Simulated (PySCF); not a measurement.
**C₄H₁₂N₂Si (SMILES N[SiH2]NC1CCC1): density, localisation and related maps**

```xyz
19

N     3.5268    0.4050    0.6851
Si    2.2145    0.1092   -0.3895
N     0.7113   -0.0162    0.4507
C    -0.5082   -0.4464   -0.1593
C    -1.4618    0.6236   -0.7441
C    -2.6331   -0.0516   -0.0154
C    -1.6364   -0.8979    0.7906
H     3.6840   -0.2401    1.4416
H     3.7075    1.3445    0.9952
H     2.4284   -1.2032   -0.9958
H     2.2907    1.2075   -1.3620
H     0.5339    0.6371    1.2019
H    -0.2574   -1.2095   -0.8975
H    -1.2381    1.6179   -0.3608
H    -1.5260    0.6685   -1.8288
H    -3.2778    0.6062    0.5640
H    -3.2503   -0.6516   -0.6804
H    -1.4874   -0.5266    1.8034
H    -1.8304   -1.9671    0.8335
```

Geometry: GFN2-xTB.

These are results of wB97X-D/def2-SVPD, SCF density, gas phase in PySCF, not measurements.

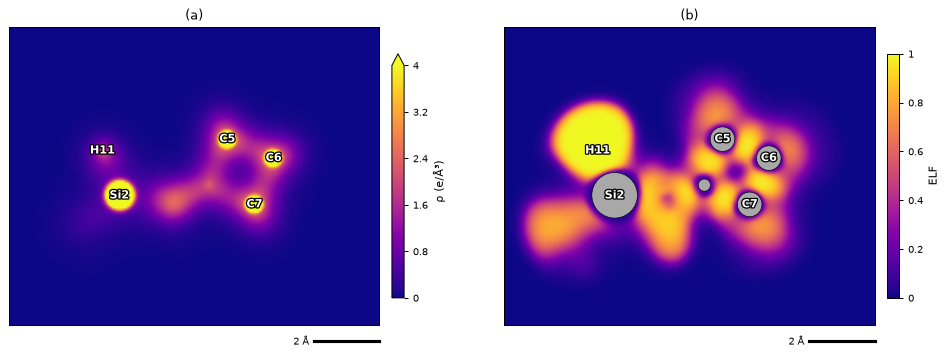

Figure 1. (a) electron density; (b) electron localisation function on the plane of atoms C5, C6 and C7. Grey discs cover the atomic cores in the ELF map.

Question: Read the bonding off the picture.

Answer: The section cuts through Si, C and H sites.
C–C (1.54 Å): ρ is about 1.6 e/Å³ halfway; the ELF peaks at about 0.95 between the atoms (a covalent bond).
Si–H (1.47 Å): the density is about 0.79 e/Å³ at the midpoint; the ELF climbs to about 1 towards the hydrogen, as it does in any bond to H.
The ELF also peaks beside N3, away from the bonds: lone-pair regions.

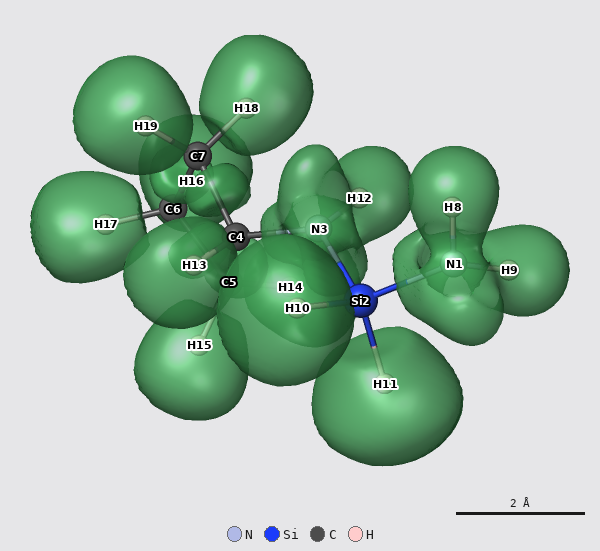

Figure 2. Isosurface of the electron localisation function at 0.75 (green), seen at an oblique angle. Core shells and regions of very low density are left out.

Question: Describe the localisation domains.

Answer: The ELF exceeds this value in four regions between bonded C–C atoms (shared pairs), nine regions around hydrogen nuclei and two joined regions spread over several atoms (H, N), in which their bonds and any lone pairs are merged. Along the contacts the grid gives the following. C–N (1.43 Å): the ELF peaks at about 0.95 between the atoms (a covalent bond).

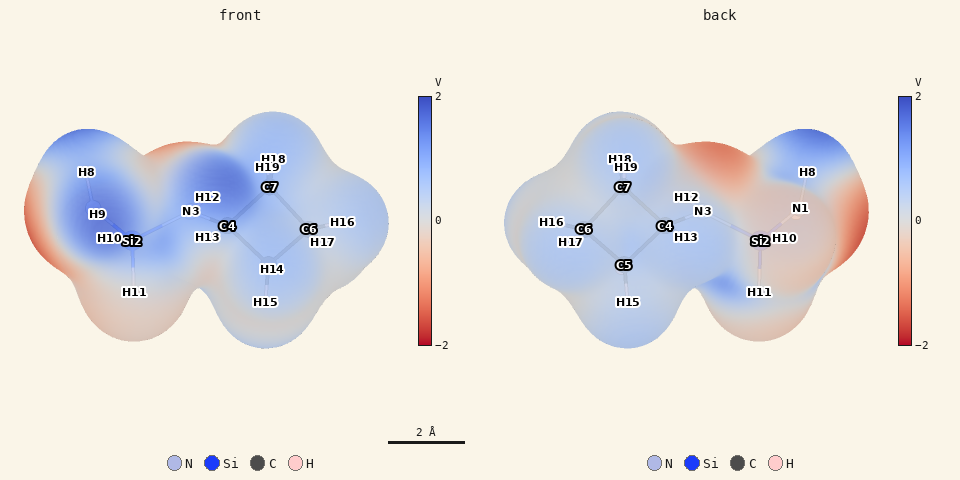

Figure 3. The electrostatic potential painted on the density surface at 0.002 e/bohr³, seen from the front and from behind; red is negative and blue positive.

Question: Describe the electrostatic potential map.

Answer: The most negative region (about −1.4 V, or −32 kcal/mol for a unit charge) lies over N1, the most positive (about +1.6 V, or +37 kcal/mol for a unit charge) over H8, H9 and H12. N1 is the likeliest acceptor of a hydrogen bond.

Question: How polar is the molecule by this calculation?

Answer: Its dipole moment is 1.68 D.
